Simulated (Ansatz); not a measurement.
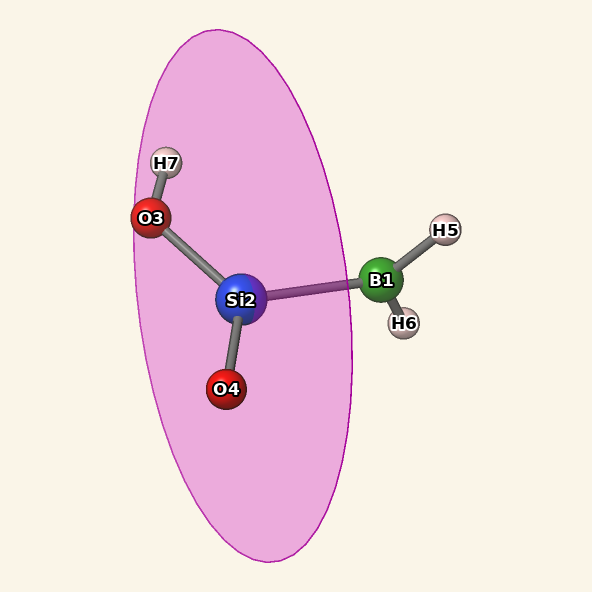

A disc through the centre of mass is drawn in. Distant atoms are faded towards the background colour. The geometry was computed by an optimisation with PBE0-D4/def2-TZVP. No frequency run is at hand to confirm it as a minimum.

**Is the plane of the disc a mirror plane of the structure?**

No. The point group is Cs, with 1 mirror plane, and this plane isn't one of its mirror planes.
